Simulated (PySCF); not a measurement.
Input file:

```
{"job": {"kind": "epr", "basis": "pcH-1"}, "charge": 0, "multiplicity": 2}
N      0.772238    -0.280397    -2.976696
C      0.849961    -0.672791    -1.907714
C      0.962475    -1.161784    -0.554797
C      0.469797    -0.104754     0.438964
S      0.928916    -0.608061     2.130260
O     -0.919118     0.015052     0.292300
C     -1.497084     1.069230     0.955280
F     -1.086785     2.264124     0.425864
H      0.347382    -2.059054    -0.447128
H      2.006665    -1.409444    -0.348581
H      0.970526     0.858163     0.262764
H     -2.578549     0.993767     0.808191
H     -1.230812     1.096435     2.024971
```

Run with:

```sh
OMP_NUM_THREADS=1 python probes_run.py task.json out
```

Geometry: GFN2-xTB.

Computed with UKS B3LYP, pcH-1 on C F H N O S, non-relativistic, mean-field spin-orbit, GIAO (PySCF 2.14.0, density-fitted response routines).

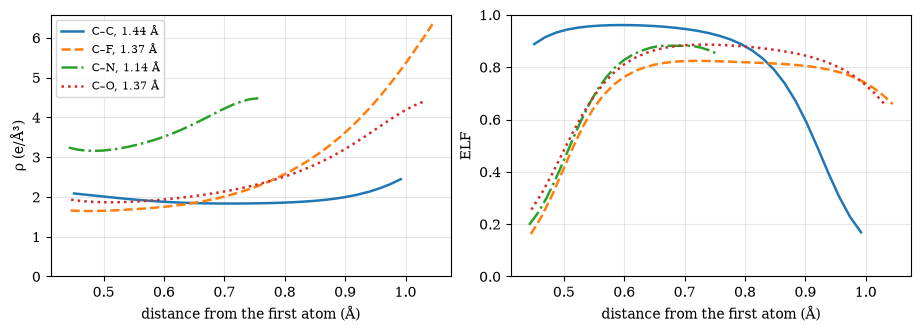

C$_{4}$H$_{5}$FNOS (SMILES N#CC[C@H]([S])OCF) (doublet). Total electron density and ELF along straight lines between neighbouring atoms. The curves leave out the atomic cores.

What kind of bonding do the profiles show?

C–C (1.44 Å): the density is about 1.8 e/Å³ at the midpoint; the ELF peaks at about 0.95 between the atoms (localised, covalent bonding).
C–F (1.37 Å): ρ is about 2 e/Å³ halfway, with its minimum of 1.6 e/Å³ about 0.5 Å from C; the ELF peaks at about 0.80 between the atoms (a shared but strongly polarised pair).
C–N (1.14 Å): the density is about 3.4 e/Å³ at the midpoint; the ELF peaks at about 0.90 between the atoms; a short, multiple covalent bond.
C–O (1.37 Å): the density is about 2.1 e/Å³ at the midpoint, with its minimum of 1.9 e/Å³ about 0.5 Å from C; the ELF peaks at about 0.90 between the atoms, as expected for a shared but strongly polarised pair.
